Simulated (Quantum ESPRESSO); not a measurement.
# Lithium (Im-3m): from the cell to the phonon bands, part 2 of 2

How does Lithium (Im-3m) vibrate, and is this structure a minimum?

Quantum ESPRESSO 7.5; DFT LDA, scalar-relativistic, plane waves, PseudoDojo norm-conserving pseudopotentials.

So far. Step 2 (A first look): No gap opens on this mesh, so smearing is kept; the start stands at -1.5 GPa. Step 4 (Ground state): The cell stands at -0.015 GPa, close enough for phonons. The relaxed cell has a = 3.365 Å (conventional setting).

## (5) Linear response on the mesh

Linear response treats each wavevector in the unit cell, with no supercell; the 4×4×4 mesh fixes the range of the force constants to be had.

Input file ph.in:

```
phonons
&INPUTPH
  prefix       = 'x'
  outdir       = './tmp'
  fildyn       = 'x.dyn'
  tr2_ph       = 1.0d-18
  alpha_mix(1) = 0.4
  nmix_ph      = 8
  ldisp        = .true.
  nq1          = 4
  nq2          = 4
  nq3          = 4
/
```

Command:

```sh
$ OMP_NUM_THREADS=1 mpirun -n 4 ph.x -nk 4 -in ph.in > ph.out
```

Numbers of over 12 decimals in the logs are rounded to 6 here.

The log of the run:

```text
[banners, grids, parts of the stress and lines that vanish by symmetry left out]
[banner, memory and clock lines left out]
Program PHONON v.7.5

     ./tmp/x.save/

     IMPORTANT: XC functional enforced from input :
     Exchange-correlation= PW
                           (   1   4   0   0   0   0   0)
     Any further DFT definition will be discarded
     Please, verify this is what you really want

     G-vector sticks info

     Reading collected, re-writing distributed wavefunctions in ./tmp/

     Dynamical matrices for ( 4, 4, 4)  uniform grid of q-points
     (   8 q-points):
       N         xq(1)         xq(2)         xq(3)
       1   0.000000000   0.000000000   0.000000000
       2   0.000000000  -0.216506351   0.216506351
       3   0.000000000   0.433012702  -0.433012702
       4  -0.216506351   0.649519053  -0.433012702
[...]
Number and degeneracy of irreps per q-point
       N         xq(1)         xq(2)         xq(3)   N irreps
       1   0.000000000   0.000000000   0.000000000       1
        3
       2   0.000000000  -0.216506351   0.216506351       3
     No degeneracy
       3   0.000000000   0.433012702  -0.433012702       3
     No degeneracy
       4  -0.216506351   0.649519053  -0.433012702       3
     No degeneracy
       5   0.000000000   0.000000000   0.433012702       2
        1   2
       6   0.000000000   0.649519053  -0.216506351       3
     No degeneracy
       7   0.433012702  -0.433012702   0.433012702       1
        3
       8   0.000000000   0.000000000  -0.866025404       1
        3

     Calculation of q =    0.0000000   0.0000000   0.0000000

     phonons

     bravais-lattice index     =            0
     lattice parameter (alat)  =       5.5064  a.u.
     unit-cell volume          =     128.5259 (a.u.)^3
     number of atoms/cell      =            1
     number of atomic types    =            1
     kinetic-energy cut-off    =      81.0000  Ry
     charge density cut-off    =     324.0000  Ry
     convergence threshold     =      1.0E-18
     beta                      =       0.4000
     number of iterations used =            8
     Exchange-correlation= PW
                           (   1   4   0   0   0   0   0)

     celldm(1)=    5.50644  celldm(2)=    0.00000  celldm(3)=    0.00000
     celldm(4)=    0.00000  celldm(5)=    0.00000  celldm(6)=    0.00000

     crystal axes: (cart. coord. in units of alat)
               a(1) = (  0.5774  0.5774  0.5774 )
               a(2) = ( -0.5774  0.5774  0.5774 )
               a(3) = ( -0.5774 -0.5774  0.5774 )

     reciprocal axes: (cart. coord. in units 2 pi/alat)
               b(1) = (  0.8660  0.0000  0.8660 )
               b(2) = ( -0.8660  0.8660  0.0000 )
               b(3) = (  0.0000 -0.8660  0.8660 )

     Atoms inside the unit cell:

     Cartesian axes

     site n.  atom      mass           positions (alat units)
        1  Li      6.9400   tau(    1) = (    0.00000    0.00000    0.00000  )

     Computing dynamical matrix for
                    q = (   0.0000000   0.0000000   0.0000000 )

     49 Sym.Ops. (with q -> -q+G )

     G cutoff =  248.8439  (  12623 G-vectors)     FFT grid: ( 32, 32, 32)

     number of k points=   145  Marzari-Vanderbilt smearing, width (Ry)=  0.0200

     PseudoPot. # 1 for Li read from file:
     ./pseudo/Li.upf
     Pseudo is Norm-conserving, Zval =  3.0

     Mode symmetry, O_h (m-3m)  point group:

     Atomic displacements:
     There are    1 irreducible representations

     Representation     1      3 modes -  To be done

     Alpha used in Ewald sum =   2.8000

     Representation #   1 modes #   1   2   3

     Self-consistent Calculation
      iter #   1   av.it.:   5.1
      thresh= 1.000E-02 alpha_mix =  0.400 |ddv_scf|^2 =  2.110E-07
      iter #   2   av.it.:   7.7
      thresh= 4.593E-05 alpha_mix =  0.400 |ddv_scf|^2 =  6.335E-08
      iter #   3   av.it.:   8.4
      thresh= 2.517E-05 alpha_mix =  0.400 |ddv_scf|^2 =  3.387E-11
      iter #   4   av.it.:   8.2
      thresh= 5.820E-07 alpha_mix =  0.400 |ddv_scf|^2 =  3.157E-12
[...]
End of self-consistent calculation

     Convergence has been achieved

     Number of q in the star =    1
     List of q in the star:
[...]
Diagonalizing the dynamical matrix

     q = (    0.000000000   0.000000000   0.000000000 )

 **************************************************************************
     freq (    1) =       0.131376 [THz] =       4.382240 [cm-1]
     freq (    2) =       0.131376 [THz] =       4.382240 [cm-1]
     freq (    3) =       0.131376 [THz] =       4.382240 [cm-1]
 **************************************************************************

     Mode symmetry, O_h (m-3m)  point group:

     freq (   1-   3) =          4.4  [cm-1]   --> T_1u G_15  G_4- I

     Calculation of q =    0.0000000  -0.2165064   0.2165064
     [... set-up and bands at k+q left out ...]

     Mode symmetry, C_2v (mm2)  point group:

     Atomic displacements:
     There are    3 irreducible representations

     Representation     1      1 modes -  To be done

     Representation     2      1 modes -  To be done

     Representation     3      1 modes -  To be done

     Message from routine init_vloc:
     Interpolation table for Vloc re-allocated

     Alpha used in Ewald sum =   2.8000

     Representation #   1 mode #   1

     Self-consistent Calculation

[...]
[... iterations left out ...]
[...]
End of self-consistent calculation

     Convergence has been achieved

     Representation #   2 mode #   2

     Self-consistent Calculation

[...]
[... iterations left out ...]
[...]
End of self-consistent calculation

     Convergence has been achieved

     Representation #   3 mode #   3

     Self-consistent Calculation

[...]
[... iterations left out ...]
[...]
End of self-consistent calculation

     Convergence has been achieved

     Number of q in the star =   12
     List of q in the star:
[...]
Diagonalizing the dynamical matrix

     q = (    0.000000000  -0.216506351   0.216506351 )

 **************************************************************************
     freq (    1) =       0.987605 [THz] =      32.942967 [cm-1]
     freq (    2) =       4.068242 [THz] =     135.701931 [cm-1]
     freq (    3) =       7.023170 [THz] =     234.267720 [cm-1]
 **************************************************************************

     Mode symmetry, C_2v (mm2)  point group:

     freq (   1-   1) =         32.9  [cm-1]   --> B_1  D_3  S_3
     freq (   2-   2) =        135.7  [cm-1]   --> B_2  D_4  S_4
     freq (   3-   3) =        234.3  [cm-1]   --> A_1  D_1  S_1

     Calculation of q =    0.0000000   0.4330127  -0.4330127
     [... set-up and bands at k+q left out ...]

     Mode symmetry, D_2h (mmm)  point group:

     Atomic displacements:
     There are    3 irreducible representations

[...]
Alpha used in Ewald sum =   2.8000

     Representation #   1 mode #   1

[...]
[... iterations left out ...]
[...]
Convergence has been achieved

[...]
Convergence has been achieved

[...]
Convergence has been achieved

     Number of q in the star =    6
     List of q in the star:
[...]
Diagonalizing the dynamical matrix

     q = (    0.000000000   0.433012702  -0.433012702 )

[...]
freq (    1) =       1.511351 [THz] =      50.413256 [cm-1]
     freq (    2) =       5.711302 [THz] =     190.508537 [cm-1]
     freq (    3) =      10.060065 [THz] =     335.567633 [cm-1]
[...]
Mode symmetry, D_2h (mmm)  point group:

     freq (   1-   1) =         50.4  [cm-1]   --> B_2u
     freq (   2-   2) =        190.5  [cm-1]   --> B_1u
     freq (   3-   3) =        335.6  [cm-1]   --> B_3u

     Calculation of q =   -0.2165064   0.6495191  -0.4330127
     [... set-up and bands at k+q left out ...]

     Mode symmetry, C_s (m)     point group:

     Atomic displacements:
     There are    3 irreducible representations

[...]
Alpha used in Ewald sum =   2.8000

[...]
Convergence has been achieved

[...]
Convergence has been achieved

[...]
Convergence has been achieved

     Number of q in the star =   24
     List of q in the star:
[...]
Diagonalizing the dynamical matrix

     q = (   -0.216506351   0.649519053  -0.433012702 )

[...]
freq (    1) =       3.815749 [THz] =     127.279692 [cm-1]
     freq (    2) =       7.761116 [THz] =     258.882959 [cm-1]
     freq (    3) =       9.293811 [THz] =     310.008161 [cm-1]
[...]
Mode symmetry, C_s (m)     point group:

     freq (   1-   1) =        127.3  [cm-1]   --> A'
     freq (   2-   2) =        258.9  [cm-1]   --> A''
     freq (   3-   3) =        310.0  [cm-1]   --> A'

     Calculation of q =    0.0000000   0.0000000   0.4330127
     [... set-up and bands at k+q left out ...]

     Mode symmetry, C_4v (4mm)  point group:

     Atomic displacements:
     There are    2 irreducible representations

[...]
Alpha used in Ewald sum =   2.8000

[...]
Convergence has been achieved

     Representation #   2 modes #   2   3

[...]
Convergence has been achieved

     Number of q in the star =    6
     List of q in the star:
[...]
Diagonalizing the dynamical matrix

     q = (    0.000000000   0.000000000   0.433012702 )

[...]
freq (    1) =       6.745313 [THz] =     224.999432 [cm-1]
     freq (    2) =       6.925463 [THz] =     231.008582 [cm-1]
     freq (    3) =       6.925463 [THz] =     231.008582 [cm-1]
[...]
Mode symmetry, C_4v (4mm)  point group:

     freq (   1-   1) =        225.0  [cm-1]   --> A_1  G_1 D_1
     freq (   2-   3) =        231.0  [cm-1]   --> E    G_5 D_5

     Calculation of q =    0.0000000   0.6495191  -0.2165064
     [... set-up and bands at k+q left out ...]

     Mode symmetry, C_2v (mm2)  point group:

     Atomic displacements:
     There are    3 irreducible representations

[...]
Alpha used in Ewald sum =   2.8000

[...]
Convergence has been achieved

     Representation #   2 mode #   2

[...]
Convergence has been achieved

     Representation #   3 mode #   3

[...]
Convergence has been achieved

     Number of q in the star =   12
     List of q in the star:
[...]
Diagonalizing the dynamical matrix

     q = (    0.000000000   0.649519053  -0.216506351 )

[...]
freq (    1) =       6.727411 [THz] =     224.402267 [cm-1]
     freq (    2) =       8.733202 [THz] =     291.308260 [cm-1]
     freq (    3) =       9.777909 [THz] =     326.155929 [cm-1]
[...]
Mode symmetry, C_2v (mm2)  point group:

     freq (   1-   1) =        224.4  [cm-1]   --> A_1  D_1  S_1
     freq (   2-   2) =        291.3  [cm-1]   --> B_1  D_3  S_3
     freq (   3-   3) =        326.2  [cm-1]   --> B_2  D_4  S_4

     Calculation of q =    0.4330127  -0.4330127   0.4330127
     [... set-up and bands at k+q left out ...]

     Mode symmetry, T_d (-43m)  point group:

     Atomic displacements:
     There are    1 irreducible representations

     Representation     1      3 modes -  To be done

     Alpha used in Ewald sum =   2.8000

     Representation #   1 modes #   1   2   3

     Self-consistent Calculation

[...]
[... iterations left out ...]
[...]
End of self-consistent calculation

     Convergence has been achieved

     Number of q in the star =    2
     List of q in the star:
[...]
2   0.433012702  -0.433012702  -0.433012702

     Diagonalizing the dynamical matrix

     q = (    0.433012702  -0.433012702   0.433012702 )

[...]
freq (    1) =       8.219030 [THz] =     274.157325 [cm-1]
     freq (    2) =       8.219030 [THz] =     274.157325 [cm-1]
     freq (    3) =       8.219030 [THz] =     274.157325 [cm-1]
[...]
Mode symmetry, T_d (-43m)  point group:

     freq (   1-   3) =        274.2  [cm-1]   --> T_2  G_15 P_4

     Calculation of q =    0.0000000   0.0000000  -0.8660254
     [... set-up and bands at k+q left out ...]

     Mode symmetry, O_h (m-3m)  point group:

     Atomic displacements:
     There are    1 irreducible representations

     Representation     1      3 modes -  To be done

     Alpha used in Ewald sum =   2.8000

     Representation #   1 modes #   1   2   3

     Self-consistent Calculation

      iter #   1   av.it.:   5.4
      thresh= 1.000E-02 alpha_mix =  0.400 |ddv_scf|^2 =  4.572E-07

      [... iterations left out ...]
      iter #   8   av.it.:   7.3
      thresh= 4.503E-10 alpha_mix =  0.400 |ddv_scf|^2 =  4.508E-21

     End of self-consistent calculation

     Convergence has been achieved

     Number of q in the star =    1
     List of q in the star:
          1   0.000000000   0.000000000  -0.866025404

     Diagonalizing the dynamical matrix

     q = (    0.000000000   0.000000000  -0.866025404 )

 **************************************************************************
     freq (    1) =      10.297280 [THz] =     343.480293 [cm-1]
     freq (    2) =      10.297280 [THz] =     343.480293 [cm-1]
     freq (    3) =      10.297280 [THz] =     343.480293 [cm-1]
 **************************************************************************

     Mode symmetry, O_h (m-3m)  point group:

     freq (   1-   3) =        343.5  [cm-1]   --> T_1u G_15  G_4-


[key lines of the parts left out:]
the Fermi energy is     1.0276 ev
```

It took 8 min on 4 MPI ranks of Arm Neoverse V1, shared host.

Numbers from this step:

- largest acoustic frequency at the zone centre before the sum rule: 4.38 cm⁻¹
- lowest mode on the q mesh (acoustic ones at the zone centre apart): 32.94 cm⁻¹

Frequencies (cm⁻¹) at each irreducible wavevector; negative means imaginary. Frequencies by wavevector:

```tsv
q (fractions)	star	mode 1	mode 2	mode 3
0 0 0	1	4.38	4.38	4.38
0 0 0.25	12	32.94	135.7	234.3
0 0 -0.5	6	50.41	190.5	335.6
0 0.25 -0.5	24	127.3	258.9	310
0.25 0.25 0.25	6	225	231	231
0.25 0.25 -0.5	12	224.4	291.3	326.2
0.25 -0.25 0.25	2	274.2	274.2	274.2
-0.5 -0.5 -0.5	1	343.5	343.5	343.5
```

The acoustic modes at Γ come out as far as 4.4 cm⁻¹ from zero, where they should vanish, a small numerical error.

## (6) Force constants in real space

The dynamical matrices of the mesh are Fourier-transformed to force constants in real space.

Input file q2r.in:

```
&INPUT
  fildyn = 'x.dyn'
  zasr   = 'simple'
  flfrc  = 'x.fc'
/
```

Command:

```sh
$ q2r.x < q2r.in > q2r.out
```

The log of the run:

```text
[banners, grids, parts of the stress and lines that vanish by symmetry left out]
[banner, memory and clock lines left out]
Program Q2R v.7.5

  reading grid info from file x.dyn0

  reading force constants from file x.dyn1
  Dielectric Tensor not found
  nqs=            1
 q=   0.00000000  0.00000000  0.00000000
  reading force constants from file x.dyn2
  nqs=           12
 q=   0.00000000 -0.21650635  0.21650635
[...]
reading force constants from file x.dyn7
  nqs=            2
[...]
q=   0.43301270 -0.43301270 -0.43301270
  reading force constants from file x.dyn8
  nqs=            1
 q=   0.00000000  0.00000000 -0.86602540

      q-space grid ok, #points =   64

      fft-check success (sum of imaginary terms < 10^-12)
```

It took 0.46 s on 1 thread.

## (7) Interpolated phonon bands

From the force constants any wavevector is cheap; points of the mesh come back as solved, but for the sum rule and, in polar crystals, the LO-TO term at Γ; the rest is interpolation.

Input file matdyn.in:

```
&INPUT
  asr              = 'simple'
  flfrc            = 'x.fc'
  flfrq            = 'x.freq'
  flvec            = 'x.modes'
  q_in_band_form   = .true.
  q_in_cryst_coord = .true.
/
8
  0.0000000   0.0000000   0.0000000  12  ! GAMMA
  0.5000000   0.5000000  -0.5000000  12  ! H
  0.5000000  -0.0000000  -0.5000000  12  ! N
  0.0000000   0.0000000   0.0000000  12  ! GAMMA
  0.7500000   0.2500000  -0.2500000  12  ! P
  0.5000000   0.5000000  -0.5000000   1  ! H
  0.7500000   0.2500000  -0.2500000  12  ! P
  0.5000000  -0.0000000  -0.5000000   1  ! N
```

Command:

```sh
$ matdyn.x -in matdyn.in > matdyn.out
```

The log of the run:

```text
[banner, memory and clock lines left out]
Program MATDYN v.7.5

 mass for atomic type   1 not given; uses mass from file x.fc
     Message from routine matdyn:
     Z* not found in file x.fc, TO-LO splitting at q=0 will be absent!
     Message from routine matdyn:
     Z* not found in file x.fc, TO-LO splitting at q=0 will be absent!

Note: The following floating-point exceptions are signalling: IEEE_UNDERFLOW_FLAG
```

The job ended after 0.46 s (1 thread).

This step gave:

| Quantity | Value |
| --- | --- |
| lowest frequency on the path | -13.21 cm⁻¹ |

Matdyn.x, sum rule simple. Phonon branches along the path, in cm⁻¹:

```tsv
point	branch 1	branch 2	branch 3
Γ	0	0	0
H	344	344	344
N	50	190	336
Γ	0	0	0
P	274	274	274
H	344	344	344
jump to P	274	274	274
N	50	190	336
```

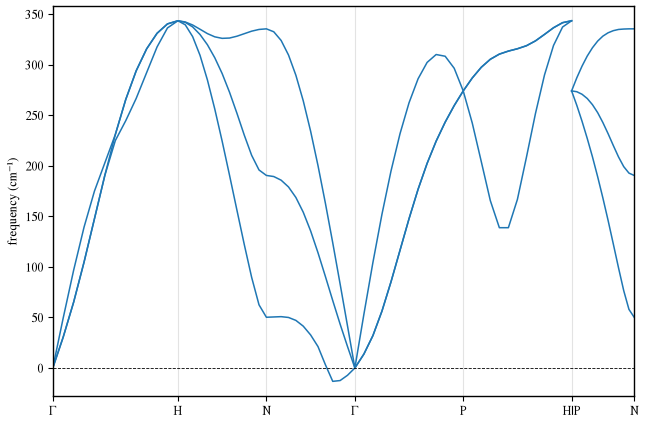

Phonon branches along the path.

Lowest modes at the softest wavevector of the mesh; phase exp(i q.(R + tau)). Modes at q = (0.000, 0.000, 0.250):

```tsv
mode	frequency (cm⁻¹)
1	32.9
2	135.7
3	234.3
```

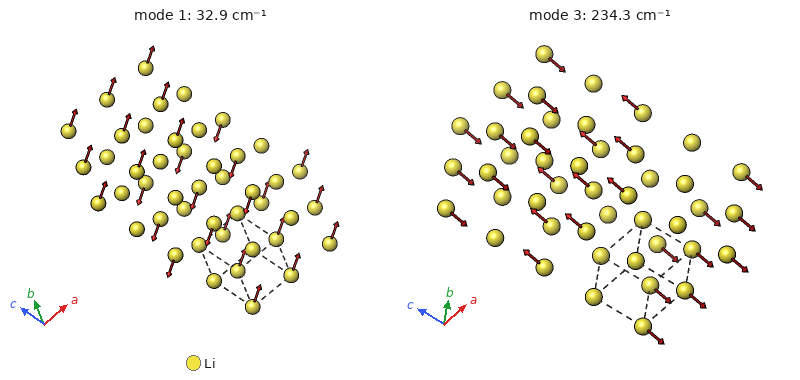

Displacement patterns of modes 1 and 3 at q = (0.000, 0.000, 0.250); arrows are exaggerated. 2×2×4 cells are drawn. The axes are those of the cell as run, not the conventional ones. Some periodic images of atoms are drawn too.

Force constants by pair (phonopy on the run's constants); pairs near half the supercell's span include their periodic images. Pair force constants, by row:

```tsv
atom	neighbour	distance (Å)	third of the trace (eV/Å²)	along the pair's line (eV/Å²)
Li1	itself	0	1.429	–
Li1	Li	2.914	-0.1804	-0.5348
Li1	Li	3.365	-0.034	-0.0602
Li1	Li	4.758	0.0249	0.0641
Li1	Li	5.58	-0.0026	-0.0146
Li1	Li	5.828	-0.0176	-0.0635
Li1	Li	6.729	-0.0054	-0.0056
```

Mode patterns, pair constants, displacements and means over the zone were worked out by phonopy from the force constants of q2r.x.

The path dips to 13i cm⁻¹ between the solved wavevectors, whose modes are all real, so the dip may come from the interpolation.

## (8) Density of states

Sums over the zone need many more wavevectors than were solved, so the interpolation is sampled on a dense mesh.

Input file matdyn.in:

```
&INPUT
  asr    = 'simple'
  flfrc  = 'x.fc'
  dos    = .true.
  fldos  = 'x.dos'
  nk1    = 19
  nk2    = 19
  nk3    = 19
  deltaE = 1.0
/
```

Command:

```sh
$ matdyn.x -in matdyn.in > matdyn.out
```

The log of the run:

```text
[banner, memory and clock lines left out]
Program MATDYN v.7.5

 mass for atomic type   1 not given; uses mass from file x.fc
     Message from routine matdyn:
     Z* not found in file x.fc, TO-LO splitting at q=0 will be absent!

Note: The following floating-point exceptions are signalling: IEEE_UNDERFLOW_FLAG
```

Run time: 2.1 s. Hardware: 1 thread.

Read from the output:

```
share of modes beyond 3i cm⁻¹ on the dense interpolated mesh : 2.00e-4
```

The phonon density of states has structure finer than the step of the table below, so its rows give means over 20 cm⁻¹, whole bins alone (the curve runs from -13.5 to 342 cm⁻¹). Peaks (cm⁻¹: height): 322.5: 0.0341.

Tetrahedra. The phonon density of states by wavenumber; means over each step:

```tsv
wavenumber (cm⁻¹)	phonon density of states (1/cm⁻¹/cell)
0	1.6e-4
20	4.3e-4
40	0.00136
60	0.00335
80	0.00533
100	0.00705
120	0.00934
140	0.0100
160	0.00815
180	0.00822
200	0.00996
220	0.0101
240	0.0104
260	0.0110
280	0.0115
300	0.0137
320	0.0260
```

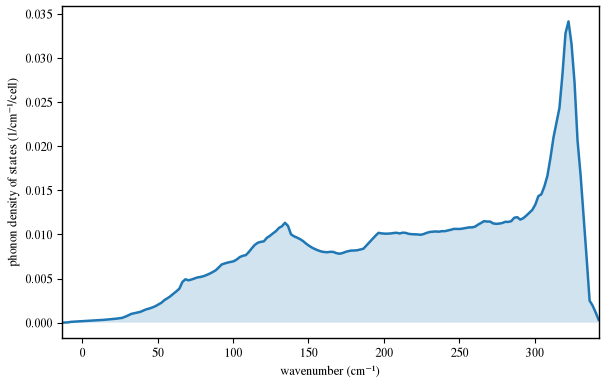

Phonon density of states against wavenumber.

## (9) The dispersion under another sum rule (asr crystal)

The sum rule corrects the force constants themselves, so it can shift branches at any wavevector, low ones most.

Input file matdyn.in:

```
&INPUT
  asr              = 'crystal'
  flfrc            = 'x.fc'
  flfrq            = 'x.freq'
  flvec            = 'x.modes'
  q_in_band_form   = .true.
  q_in_cryst_coord = .true.
/
8
  0.0000000   0.0000000   0.0000000   8  ! GAMMA
  0.5000000   0.5000000  -0.5000000   8  ! H
  0.5000000  -0.0000000  -0.5000000   8  ! N
  0.0000000   0.0000000   0.0000000   8  ! GAMMA
  0.7500000   0.2500000  -0.2500000   8  ! P
  0.5000000   0.5000000  -0.5000000   1  ! H
  0.7500000   0.2500000  -0.2500000   8  ! P
  0.5000000  -0.0000000  -0.5000000   1  ! N
```

Command:

```sh
$ matdyn.x -in matdyn.in > matdyn.out
```

The log of the run:

```text
[banner, memory and clock lines left out]
Program MATDYN v.7.5

 mass for atomic type   1 not given; uses mass from file x.fc
 Norm of the difference between old and new effective charges:    0.000000

 Norm of the difference between old and new force-constants:   2.18455e-06

     Message from routine matdyn:
     Z* not found in file x.fc, TO-LO splitting at q=0 will be absent!
     Message from routine matdyn:
     Z* not found in file x.fc, TO-LO splitting at q=0 will be absent!

Note: The following floating-point exceptions are signalling: IEEE_UNDERFLOW_FLAG
```

It took 0.46 s on 1 thread.

Read from the output:

```
lowest frequency on the path : -12.90 cm⁻¹
```

At the labelled points the branches move by no more than 0.3 cm⁻¹.

## (10) Outcome

```json
{
 "space group after relaxation": "Im-3m",
 "volume per atom": "19.0 Å³",
 "q mesh": "4×4×4",
 "lowest mode on the q mesh (acoustic ones at the zone centre apart)": "32.9 cm⁻¹",
 "imaginary modes on the q mesh": "none"
}
```

**Reading.** Lithium (Im-3m) is dynamically stable on the 4×4×4 mesh; its spectrum reaches 344 cm⁻¹. The imaginary part of the path lies between the solved wavevectors, so it may come from the interpolation. These are harmonic frequencies at zero temperature: anharmonic shifts and linewidths and thermal expansion are left out. In a metal the frequencies hang on the k mesh and the smearing, most of all near Kohn anomalies.

[Host names and launcher messages were left out of these logs when they were recorded.]

[Logs are printed without paths, hosts, clocks, repeated set-up lines and the standing remarks that a program may print on its own settings, such as how far it seeks lower states.]

[Hosts, paths, dates, database ids (printed as entryN), source tags and the programs' standing remarks are cut or masked in the printed files.]
